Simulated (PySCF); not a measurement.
**GeH₄, SMILES `[GeH4]`: what the electrons do**

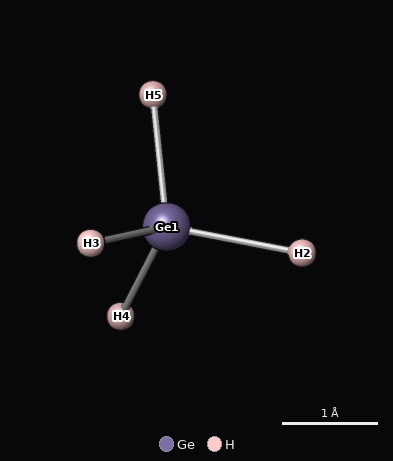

The molecule, with its atoms numbered as below. No frequency check shows the geometry to be a minimum.

Coordinates in Å:

```
Ge1      0.0000    0.0000    0.0000
H2       1.1979   -0.1755    0.8557
H3      -1.1979    0.1755    0.8557
H4      -0.1756   -1.1976   -0.8560
H5       0.1756    1.1977   -0.8560
```

## 1. Bonding charge

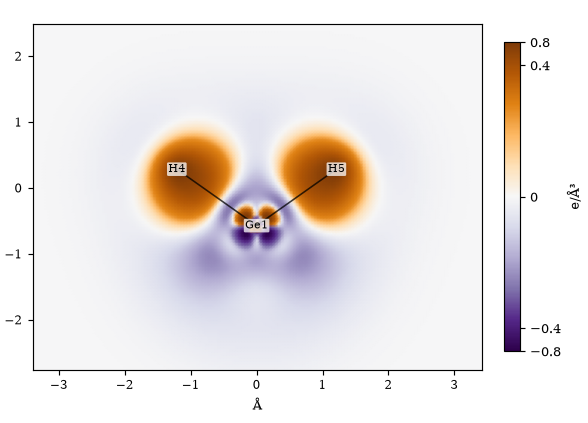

Deformation density (molecule less spherical, spin-averaged free atoms) in the plane of Ge1, H4 and H5; colour scale in e/Å³, logarithmic beyond ±0.1; orange: gain, purple: loss.

PySCF calculation, ωB97X/def2-TZVP, gas phase; geometry: GFN2-xTB.

Describe the bonding that the map shows.

Answer. Ge1–H4 and Ge1–H5: +0.29 e/Å³ at the bond critical point (bond length 1.48 Å, Mayer order 1.0). In all, 1.2 electrons gather in the regions of gain relative to the promolecule.

Where do the Hirshfeld charges lie?

Answer. The highest Hirshfeld charge is on Ge1 (+0.28 e), the lowest on H2, H3, H4 and H5 (−0.07 e).

## 2. Bond critical points

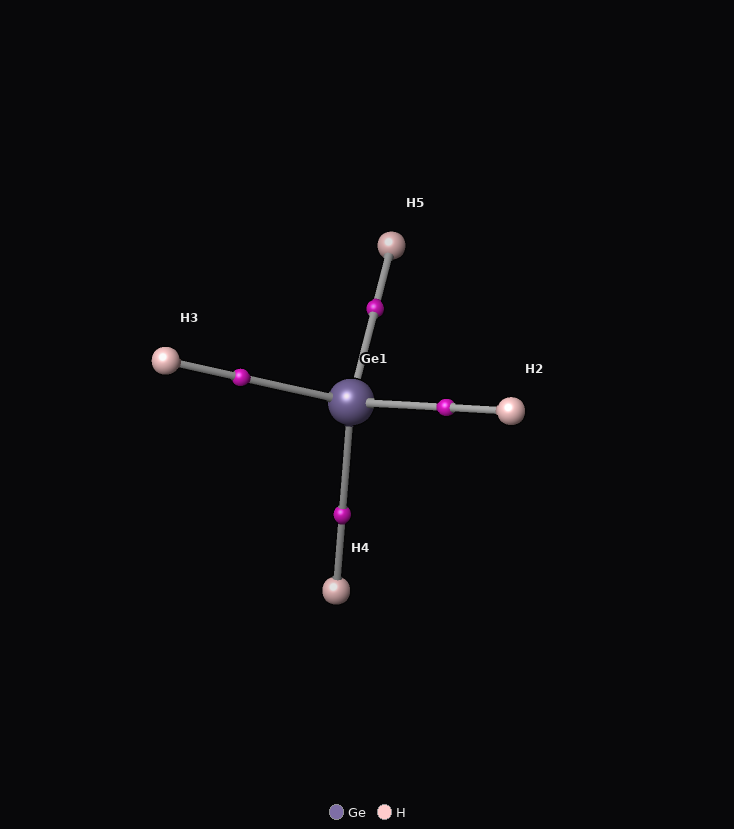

Molecular graph of the electron density (QTAIM): bond paths, bond critical points (magenta), ring points (cyan, if any); weak paths are dashed.

How many critical points of each kind are there, and does the count close?

Answer. 5 nuclei, 4 bond, 0 ring and 0 cage critical points: 5 − 4 + 0 − 0 = 1, as the Poincaré–Hopf relation requires.

Give the properties at the bond critical points.

Answer.
```tsv
bond	length (Å)	ρ (a.u.)	∇²ρ (a.u.)	ε	H (a.u.)
Ge1–H2 (4 alike)	1.483	0.146	+0.11	0.00	−0.089
```

What kind of interaction is Ge1–H2?

Answer. Polar or intermediate (positive Laplacian, negative energy density H): ρ = 0.146, ∇²ρ = +0.11, H = −0.089 a.u.

## 3. Local ionisation energy

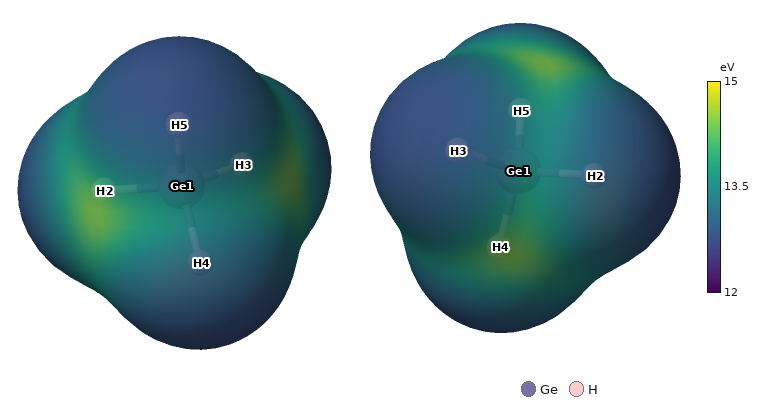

Average local ionisation energy on the surface of electron density 0.001 a.u. (back view left, front view right).

Where are the most loosely bound electrons on this surface?

Answer. The lowest value is 12.7 eV, 1.5 Å from H5, and at like points elsewhere. For comparison, the highest occupied orbital lies at −12.2 eV.

## 4. In an electric field

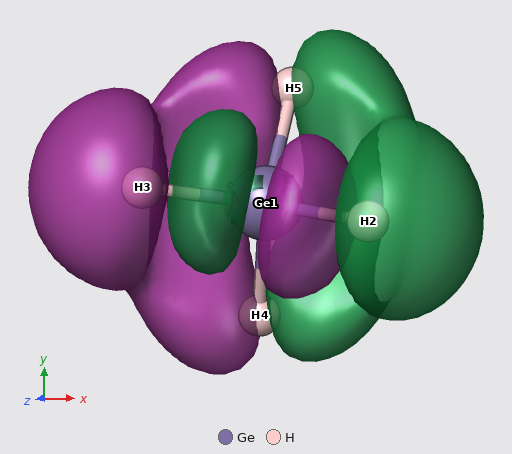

Change of the electron density in a uniform field of 0.21 V/Å, surfaces at ±0.001 e/Å³ (green: gain, purple: loss).

Level of theory: ωB97X/def2-TZVP (PySCF), at a geometry from GFN2-xTB. A basis without diffuse functions makes polarisabilities too small.

The field was applied in both directions; the picture shows the one opposite to the script's first.

Along which Cartesian direction does the field point?

Answer. Along −x: electrons gather on the +x side, against the field.

How large is the response?

Answer. The induced dipole is 0.32 D (along the field); α along this axis, from the fields in both directions, is 32 bohr³ (4.7 Å³).

The PySCF runs shown took 4.4 s and 8.9 s on 1 thread of AMD EPYC 7R43 64-Core Processor (Zen 3), on a shared host.
